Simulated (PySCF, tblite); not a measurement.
# C5H9NSi2: dynamics, then NMR shifts on frames, part 1 of 2

How do NMR shifts of C5H9NSi2 (`[SiH3][SiH2]c1ccncc1`) change as the atoms move?

The runs use tblite 0.8.0 and PySCF 2.14.0, with density-fitted response routines of our own; the level of theory stands in each step. All values are computed, except where a source is named. Atoms count from 0, in the outputs and in this text.

**1. The starting structure**

17 atoms, charge 0, multiplicity 1; geometry from: GFN2-xTB.

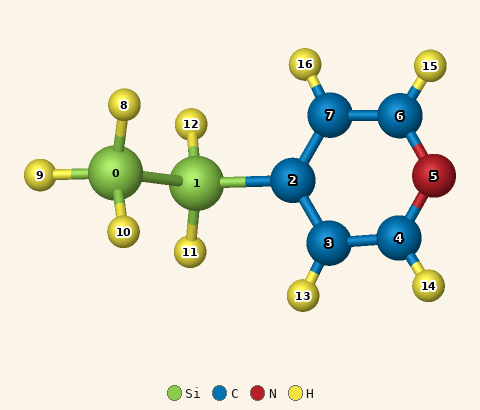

As it starts; silicon green, carbon blue, nitrogen red, hydrogen yellow, atoms numbered; sticks join atoms by distance.

**2. A short Langevin run with GFN2-xTB**

What the job is given:

```
{"job": {"kind": "md", "xc": "GFN2-xTB", "basis": "xTB", "temperature": 600, "steps": 2000, "every": 50, "frames": 5}, "charge": 0, "multiplicity": 1}
Si     2.886215     0.211404    -0.667062
Si     1.407073    -0.296685     1.039104
C     -0.370538    -0.122878     0.414758
C     -1.043211    -1.185581    -0.182108
C     -2.332430    -0.999313    -0.651779
N     -2.977436     0.152385    -0.570312
C     -2.345069     1.170799    -0.011750
C     -1.056442     1.086327     0.487854
H      2.719286     1.580881    -1.161776
H      4.273991     0.085141    -0.215827
H      2.729256    -0.675914    -1.822948
H      1.528822    -1.671887     1.543998
H      1.516201     0.587503     2.208331
H     -0.566128    -2.150707    -0.274218
H     -2.881668    -1.808199    -1.117218
H     -2.904369     2.096794     0.034870
H     -0.590551     1.951960     0.936172
```

With the program's defaults for keys left out, this is: GFN2-xTB Langevin dynamics, gas phase.

On the command line:

```
$ OMP_NUM_THREADS=1 python probes_run.py task.json out
```

This one command runs all jobs of the session in turn.

Log:

```text
t/fs     T/K      E/eV
    0.0   518.0   -588.79816
   25.0   313.6   -587.84817
   50.0   445.4   -587.73443
   75.0   531.9   -587.98083
  100.0   438.5   -587.88155
  125.0   403.6   -587.74877
  150.0   426.7   -587.87369
  175.0   320.7   -587.57756
  200.0   395.8   -587.86334
  225.0   463.1   -587.82003
  250.0   444.4   -587.62518
  275.0   456.4   -587.63921
  300.0   526.2   -587.71648
  325.0   319.1   -587.50502
  350.0   420.2   -588.02763
  375.0   358.2   -587.78009
  400.0   482.3   -588.00941
  425.0   580.2   -587.88275
  450.0   571.0   -587.82508
  475.0   412.2   -587.81644
  500.0   551.9   -587.70556
  525.0   543.1   -587.57002
  550.0   664.0   -588.00582
  575.0   518.7   -587.69803
  600.0   675.2   -587.63290
  625.0   392.4   -587.44972
  650.0   501.8   -588.04803
  675.0   534.9   -588.15590
  700.0   490.9   -588.03445
  725.0   444.0   -587.91925
  750.0   501.4   -587.98207
  775.0   474.4   -588.14949
  800.0   351.7   -587.85189
  825.0   565.3   -587.92128
  850.0   436.7   -587.89308
  875.0   522.5   -588.11811
  900.0   707.9   -587.72648
  925.0   613.5   -587.94228
  950.0   414.4   -587.96782
  975.0   404.7   -587.73389
 1000.0   432.6   -587.44823
```

Run time: 17 s. Hardware: 1 thread of Arm Neoverse V1, shared host; peak memory 0.18 GiB.

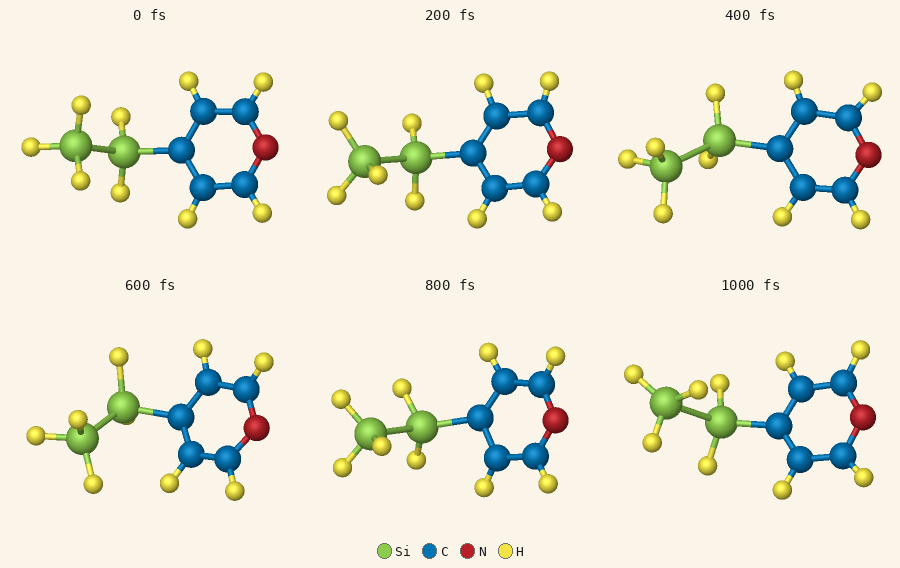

Frames of the run.

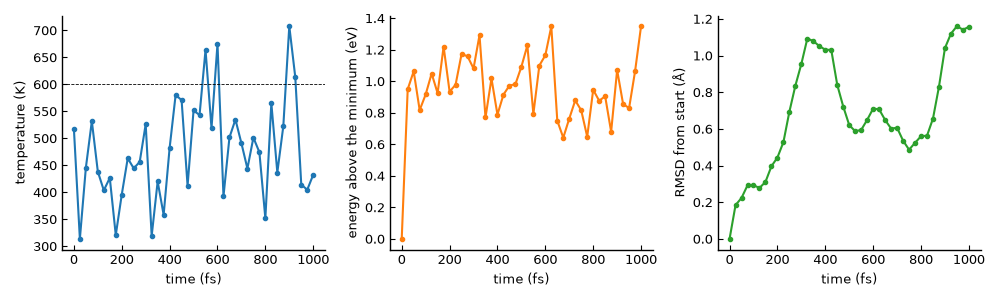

Temperature, potential energy and distance from the start.

Positions (Å) and forces (eV/Å) at 1000 fs:

```xyz
17

Si    1.968    1.252    0.326   -1.663   -0.949    0.731
Si    0.270    0.392    1.762    2.388    0.070    0.150
C    -1.511    0.356    1.327    1.346    0.989    1.183
C    -2.175   -0.576    0.671   -1.271   -3.782   -2.990
C    -3.499   -0.384    0.272    0.239    2.924    1.990
N    -4.113    0.752    0.679   -0.704    0.087   -0.185
C    -3.510    1.685    1.444   -0.968   -0.551   -1.325
C    -2.201    1.443    1.739   -0.652    2.570    0.990
H     2.392    0.157   -0.482    0.683   -0.491   -0.362
H     0.964    1.824   -0.499   -0.163    1.117   -0.989
H     2.976    2.041    0.944    0.509    0.435    0.101
H     0.699   -1.004    1.883   -0.174   -0.119    0.475
H     0.332    1.405    2.841   -0.071   -0.503    0.270
H    -1.625   -1.470    0.310   -0.458    0.403    0.218
H    -4.146   -0.954   -0.329   -0.123   -0.897   -0.483
H    -4.029    2.685    1.673    0.542   -1.907   -0.323
H    -1.697    2.215    2.264    0.542    0.604    0.549
```

**3. Shielding tensors: 250 fs, PBE0/pcSseg-1**

What the job is given:

```
{"job": {"kind": "nmr", "xc": "PBE0", "basis": "pcSseg-1", "pop": false}, "charge": 0, "multiplicity": 1}
Si     2.785700    -0.215800    -0.563300
Si     1.101300    -0.105900     1.082600
C     -0.639300     0.145600     0.245900
C     -1.372200    -0.946200    -0.200900
C     -2.678100    -0.876600    -0.374600
N     -3.453600     0.157200     0.022100
C     -2.801600     1.280000     0.426600
C     -1.393600     1.316900     0.603200
H      3.622700     0.933300    -0.442600
H      3.377800    -1.424900    -1.048400
H      2.042500     0.038600    -1.861600
H      0.750500    -1.238600     2.229900
H      1.373700     1.078400     1.905800
H     -0.887200    -1.774200    -0.609800
H     -3.320100    -1.565000    -0.876700
H     -3.344200     2.158500     0.855800
H     -0.892000     2.264600     0.885000
```

Method: GIAO PBE0/pcSseg-1 NMR shielding, non-relativistic, gas phase.

Log:

```text
coarse grid: 15320 points
cycle   1  E = -828.9463196922  dE =  9.099e-01  |g| = 3.345e-01  |ddm| = 3.893e+00
cycle   2  E = -828.9388910246  dE =  7.429e-03  |g| = 3.910e-01  |ddm| = 9.131e-01
cycle   3  E = -828.9765311383  dE = -3.764e-02  |g| = 8.520e-02  |ddm| = 4.953e-01
cycle   4  E = -828.9777998332  dE = -1.269e-03  |g| = 4.313e-02  |ddm| = 1.033e-01
cycle   5  E = -828.9782650917  dE = -4.653e-04  |g| = 9.449e-03  |ddm| = 5.118e-02
cycle   6  E = -828.9782820839  dE = -1.699e-05  |g| = 5.405e-03  |ddm| = 1.482e-02
cycle   7  E = -828.9782900240  dE = -7.940e-06  |g| = 9.919e-04  |ddm| = 6.039e-03
final grid: 139232 points
cycle   8  E = -829.0230338139  dE = -2.750e-05  |g| = 6.060e-03  |ddm| = 3.228e-02
cycle   9  E = -829.0230295429  dE =  4.271e-06  |g| = 7.402e-03  |ddm| = 1.529e-02
cycle  10  E = -829.0230427565  dE = -1.321e-05  |g| = 1.566e-03  |ddm| = 8.793e-03
cycle  11  E = -829.0230433413  dE = -5.848e-07  |g| = 3.842e-04  |ddm| = 1.839e-03
cycle  12  E = -829.0230433757  dE = -3.444e-08  |g| = 1.121e-04  |ddm| = 4.529e-04
cycle  13  E = -829.0230433786  dE = -2.895e-09  |g| = 3.941e-05  |ddm| = 1.304e-04
cycle  14  E = -829.0230433790  dE = -3.897e-10  |g| = 1.270e-05  |ddm| = 5.426e-05
converged SCF energy = -829.0230433790

GIAO shielding tensors (ppm)
atom      isotropic    diamagn.    paramagn.     s11        s22        s33       span
  0 Si     468.229     881.208    -412.979    424.367    456.913    523.408     99.042
  1 Si     406.211     880.894    -474.683    365.990    392.994    459.649     93.659
  2 C       32.022     258.062    -226.040    -66.449    -26.108    188.624    255.073
  3 C       65.786     257.111    -191.325    -42.734     57.812    182.279    225.013
  4 C       33.204     249.129    -215.925    -77.649     27.926    149.334    226.982
  5 N     -123.912     331.491    -455.403   -468.336   -200.010    296.611    764.947
  6 C       18.707     253.702    -234.995   -104.562     19.418    141.266    245.827
  7 C       35.810     258.538    -222.727    -94.527     43.001    158.957    253.484
  8 H       28.448      30.161      -1.713     24.406     26.132     34.807     10.401
  9 H       28.056      29.826      -1.770     24.777     25.375     34.016      9.240
 10 H       27.346      30.427      -3.081     24.197     26.915     30.927      6.730
 11 H       25.081      26.814      -1.733     21.613     24.005     29.625      8.012
 12 H       26.983      30.780      -3.797     23.114     26.114     31.721      8.607
 13 H       25.174      35.181     -10.007     21.359     23.490     30.674      9.315
 14 H       22.611      29.390      -6.778     18.138     23.017     26.679      8.541
 15 H       21.890      27.265      -5.375     18.749     20.349     26.572      7.823
 16 H       23.298      32.945      -9.647     19.785     21.403     28.706      8.921
```

It took 36 s on 1 thread of Arm Neoverse V1, shared host; peak memory 0.94 GiB.

Shifts follow as δ = σ(reference) − σ, with reference shieldings (ppm) from runs at the same level and on the same kind of geometry: 1H TMS 31.72, 13C TMS 186.9, 29Si TMS 349.2, 15N NH3 267.7. The references are single molecules in the gas phase, so shifts against H2O, NH3, PH3, H3PO4 or CFCl3 are not on the usual liquid scales and can be off by tens of ppm. Each atom is listed at this fixed geometry, with no averaging over motion; a spectrum would average atoms that exchange fast.

```tsv
atoms	environment	σ (ppm)	δ (ppm)
C6	aromatic CH next to a ring nitrogen	18.7	168.2
C2	substituted aromatic carbon	32.0	154.9
C4	aromatic CH next to a ring nitrogen	33.2	153.7
C7	aromatic CH	35.8	151.1
C3	aromatic CH	65.8	121.1
H15	hydrogen on an aromatic CH next to a ring nitrogen	21.89	9.83
H14	hydrogen on an aromatic CH next to a ring nitrogen	22.61	9.11
H16	hydrogen on an aromatic CH	23.30	8.42
H11	hydrogen on a silicon bonded to C, Si	25.08	6.64
H13	hydrogen on an aromatic CH	25.17	6.54
H12	hydrogen on a silicon bonded to C, Si	26.98	4.73
H10	hydrogen on a silicon bonded to Si	27.35	4.37
H9	hydrogen on a silicon bonded to Si	28.06	3.66
H8	hydrogen on a silicon bonded to Si	28.45	3.27
Si1	silicon bonded to C, Si, 2 H	406.2	-57.1
Si0	silicon bonded to Si, 3 H	468.2	-119.1
N5	pyridine-type ring nitrogen	-123.9	391.6
```

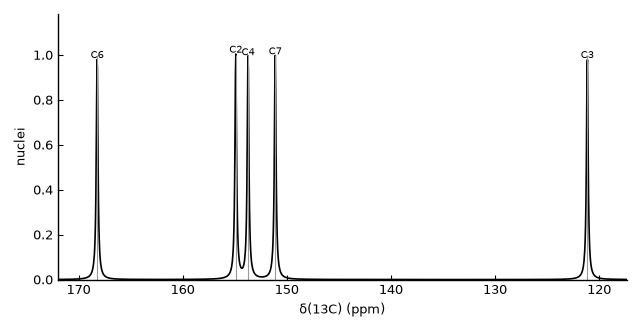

13C lines at the computed shifts, without couplings. Lines are broadened to a width of 0.19 ppm (Lorentzian).

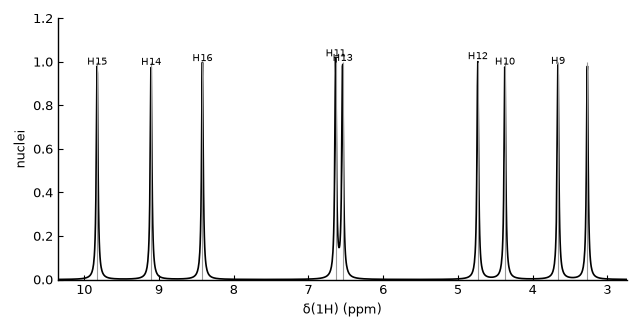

1H lines at the computed shifts, without couplings. Lines are broadened to a width of 0.03 ppm (Lorentzian).

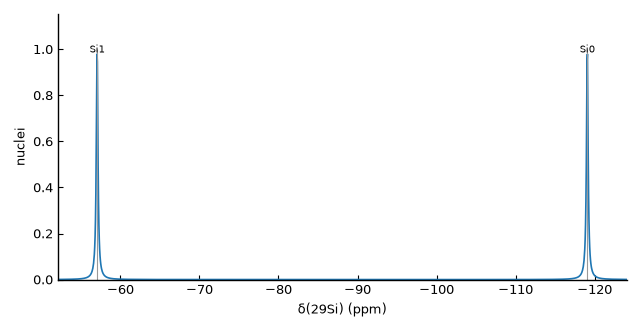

29Si lines at the computed shifts, without couplings. Lines are broadened to a width of 0.25 ppm (Lorentzian).

Ring of atoms C2, C3, C4, N5, C6, C7: NICS(0) -6.5, NICS(1) -11.0, NICS(1)zz -27.6 ppm (means of both faces).

Orbitals, density, ELF and potential are computed afterwards from the orbital file.

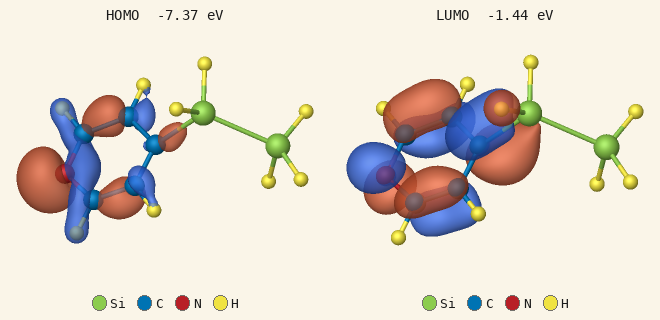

Frontier orbitals at PBE0/pcSseg-1; each surface holds 70 % of the orbital's density, blue and red mark the sign.

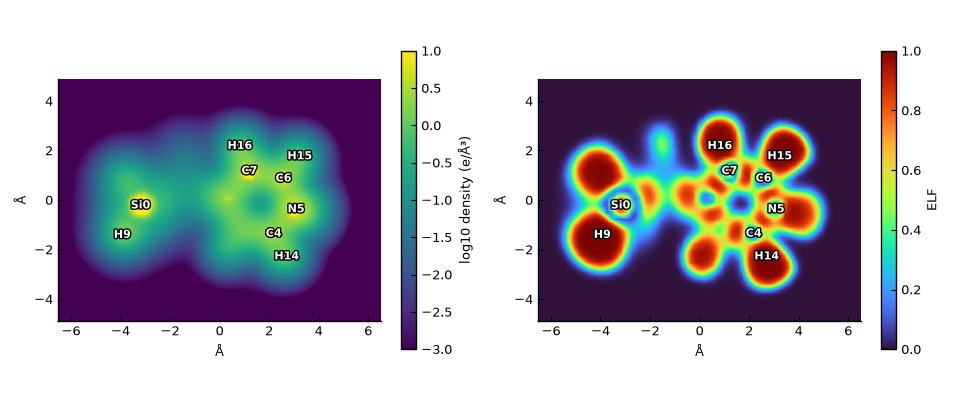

Density (left) and ELF (right) in a plane through or near 9 of the atoms.

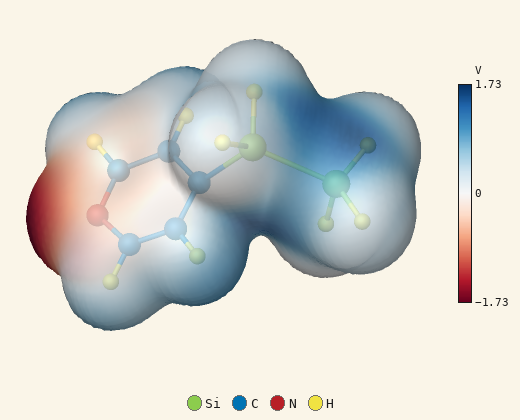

Electrostatic potential on the surface of density 0.002 e/bohr³; red is low, blue high. It runs, from the 1st to the 99th percentile, from -1.73 V near N5 to 1.40 V near Si0.

**4. NMR shieldings: 425 fs, PBE0/pcSseg-1**

What the job is given:

```
{"job": {"kind": "nmr", "xc": "PBE0", "basis": "pcSseg-1", "pop": false}, "charge": 0, "multiplicity": 1}
Si     2.656100     0.029900    -0.541800
Si     1.175300     0.477800     1.063100
C     -0.747700     0.335500     0.744900
C     -1.383200    -0.835700     0.308000
C     -2.699400    -0.774600     0.072100
N     -3.481200     0.296300     0.262900
C     -2.987600     1.405100     0.761700
C     -1.600000     1.448200     0.849400
H      4.128300     0.211100    -0.075700
H      2.485900    -1.445900    -1.142800
H      2.315900     0.803100    -1.750200
H      1.364200    -0.504600     2.135800
H      1.312500     1.941900     1.312600
H     -0.893200    -1.877800     0.423300
H     -3.277300    -1.635700    -0.285600
H     -3.661700     2.285000     0.886000
H     -1.108400     2.376500     1.132400
```

Method: GIAO PBE0/pcSseg-1 NMR shielding, non-relativistic, gas phase.

Log:

```text
coarse grid: 15320 points
cycle   1  E = -828.9621202682  dE =  9.905e-01  |g| = 3.333e-01  |ddm| = 3.903e+00
cycle   2  E = -828.9531181823  dE =  9.002e-03  |g| = 4.032e-01  |ddm| = 9.415e-01
cycle   3  E = -828.9926166590  dE = -3.950e-02  |g| = 6.727e-02  |ddm| = 5.181e-01
cycle   4  E = -828.9931736026  dE = -5.569e-04  |g| = 3.983e-02  |ddm| = 7.384e-02
cycle   5  E = -828.9935433649  dE = -3.698e-04  |g| = 9.808e-03  |ddm| = 4.857e-02
cycle   6  E = -828.9935643566  dE = -2.099e-05  |g| = 4.527e-03  |ddm| = 1.422e-02
cycle   7  E = -828.9935697990  dE = -5.442e-06  |g| = 6.344e-04  |ddm| = 4.757e-03
final grid: 139232 points
cycle   8  E = -829.0376808173  dE = -2.494e-05  |g| = 5.618e-03  |ddm| = 3.531e-02
cycle   9  E = -829.0376773087  dE =  3.509e-06  |g| = 6.792e-03  |ddm| = 1.428e-02
cycle  10  E = -829.0376886842  dE = -1.138e-05  |g| = 1.167e-03  |ddm| = 8.190e-03
cycle  11  E = -829.0376889863  dE = -3.021e-07  |g| = 3.878e-04  |ddm| = 1.464e-03
cycle  12  E = -829.0376890221  dE = -3.580e-08  |g| = 9.282e-05  |ddm| = 4.407e-04
cycle  13  E = -829.0376890240  dE = -1.871e-09  |g| = 3.449e-05  |ddm| = 1.025e-04
cycle  14  E = -829.0376890243  dE = -2.997e-10  |g| = 8.905e-06  |ddm| = 4.652e-05
converged SCF energy = -829.0376890243

GIAO shielding tensors (ppm)
atom      isotropic    diamagn.    paramagn.     s11        s22        s33       span
  0 Si     454.765     880.755    -425.990    436.923    445.667    481.705     44.782
  1 Si     408.300     882.312    -474.011    344.584    387.423    492.894    148.309
  2 C       34.855     260.877    -226.022    -68.287     -8.179    181.031    249.319
  3 C       53.623     254.798    -201.175    -57.858     52.123    166.603    224.460
  4 C       34.691     250.628    -215.937    -71.673     34.770    140.976    212.649
  5 N     -117.889     329.631    -447.520   -483.760   -175.615    305.707    789.468
  6 C       28.237     256.649    -228.413    -92.171     34.656    142.225    234.396
  7 C       46.118     255.670    -209.553    -66.824     41.645    163.532    230.356
  8 H       26.743      27.428      -0.685     23.663     24.436     32.131      8.468
  9 H       26.194      28.199      -2.005     22.895     24.812     30.876      7.981
 10 H       27.748      30.035      -2.287     24.639     26.035     32.569      7.930
 11 H       26.645      29.856      -3.211     23.403     25.417     31.117      7.714
 12 H       26.675      30.413      -3.738     22.256     26.452     31.318      9.062
 13 H       23.443      31.345      -7.902     19.579     22.750     28.000      8.420
 14 H       22.553      28.533      -5.980     17.571     23.031     27.056      9.485
 15 H       21.794      27.700      -5.906     18.566     21.221     25.594      7.028
 16 H       24.302      33.450      -9.148     20.356     22.614     29.936      9.581
```

Wall time 31 s (1 thread of Arm Neoverse V1, shared host); peak memory 0.84 GiB.

This run: δ C6 158.7, C4 152.2, C2 152.1, C7 140.8, H15 9.92, H14 9.16 ppm.

**5. Shielding tensors: 625 fs, PBE0/pcSseg-1**

What the job is given:

```
{"job": {"kind": "nmr", "xc": "PBE0", "basis": "pcSseg-1", "pop": false}, "charge": 0, "multiplicity": 1}
Si     2.126000     0.050200    -0.150300
Si     0.749600     0.444000     1.750200
C     -1.014400     0.587700     1.051000
C     -1.254500    -0.477500     0.216300
C     -2.438000    -0.531700    -0.493200
N     -3.293800     0.465100    -0.397400
C     -3.093500     1.538900     0.312400
C     -1.954000     1.593500     1.158100
H      1.644600     1.198900    -1.036200
H      3.398900     0.072000     0.498000
H      1.938300    -1.252500    -0.710900
H      1.070600    -0.276000     3.044700
H      1.198000     1.701700     2.087700
H     -0.600700    -1.234400    -0.032600
H     -2.677600    -1.388300    -1.190900
H     -4.001200     2.093700     0.402300
H     -2.068600     2.510200     1.796300
```

Method: GIAO PBE0/pcSseg-1 NMR shielding, non-relativistic, gas phase.

Log:

```text
coarse grid: 15320 points
cycle   1  E = -828.9443421902  dE =  1.147e+00  |g| = 3.410e-01  |ddm| = 3.961e+00
cycle   2  E = -828.9374900974  dE =  6.852e-03  |g| = 4.070e-01  |ddm| = 9.785e-01
cycle   3  E = -828.9751456912  dE = -3.766e-02  |g| = 6.780e-02  |ddm| = 5.270e-01
cycle   4  E = -828.9758644627  dE = -7.188e-04  |g| = 3.190e-02  |ddm| = 6.980e-02
cycle   5  E = -828.9760803797  dE = -2.159e-04  |g| = 1.106e-02  |ddm| = 4.209e-02
cycle   6  E = -828.9761098672  dE = -2.949e-05  |g| = 4.138e-03  |ddm| = 1.548e-02
cycle   7  E = -828.9761144159  dE = -4.549e-06  |g| = 4.098e-04  |ddm| = 4.588e-03
final grid: 139232 points
cycle   8  E = -829.0199926887  dE = -2.732e-05  |g| = 6.106e-03  |ddm| = 3.735e-02
cycle   9  E = -829.0199896424  dE =  3.046e-06  |g| = 7.144e-03  |ddm| = 1.592e-02
cycle  10  E = -829.0200020739  dE = -1.243e-05  |g| = 9.774e-04  |ddm| = 8.674e-03
cycle  11  E = -829.0200022562  dE = -1.823e-07  |g| = 3.349e-04  |ddm| = 1.078e-03
cycle  12  E = -829.0200022791  dE = -2.288e-08  |g| = 9.515e-05  |ddm| = 3.859e-04
cycle  13  E = -829.0200022810  dE = -1.946e-09  |g| = 4.013e-05  |ddm| = 1.257e-04
cycle  14  E = -829.0200022815  dE = -4.472e-10  |g| = 6.024e-06  |ddm| = 5.245e-05
converged SCF energy = -829.0200022815

GIAO shielding tensors (ppm)
atom      isotropic    diamagn.    paramagn.     s11        s22        s33       span
  0 Si     456.382     881.296    -424.914    433.874    446.839    488.432     54.557
  1 Si     421.235     881.970    -460.736    369.140    400.669    493.894    124.754
  2 C       53.469     260.136    -206.667    -30.571    -11.676    202.653    233.224
  3 C       50.663     260.189    -209.526    -68.883     48.607    172.266    241.148
  4 C       29.750     252.703    -222.953    -87.744     38.486    138.507    226.252
  5 N     -119.286     330.275    -449.561   -486.313   -180.728    309.181    795.494
  6 C       25.543     253.612    -228.069    -97.137     30.798    142.967    240.104
  7 C       50.853     250.124    -199.271    -61.206     37.225    176.541    237.747
  8 H       27.366      29.341      -1.976     24.272     26.285     31.539      7.267
  9 H       28.291      30.034      -1.743     24.706     25.803     34.364      9.658
 10 H       28.533      31.354      -2.821     24.823     26.985     33.790      8.967
 11 H       26.251      28.413      -2.163     23.410     23.910     31.432      8.022
 12 H       28.331      32.072      -3.741     24.171     27.253     33.570      9.399
 13 H       24.921      37.968     -13.047     20.449     22.684     31.630     11.181
 14 H       22.000      28.879      -6.880     18.081     21.177     26.741      8.660
 15 H       22.223      28.225      -6.002     18.090     22.160     26.419      8.328
 16 H       23.158      28.784      -5.625     19.962     22.635     26.877      6.915
```

Run time: 29 s. Hardware: 1 thread of Arm Neoverse V1, shared host; peak memory 0.88 GiB.

This run: δ C6 161.4, C4 157.2, C3 136.3, C7 136.1, H14 9.72, H15 9.49 ppm.

(Continued in part 2 of 2.)
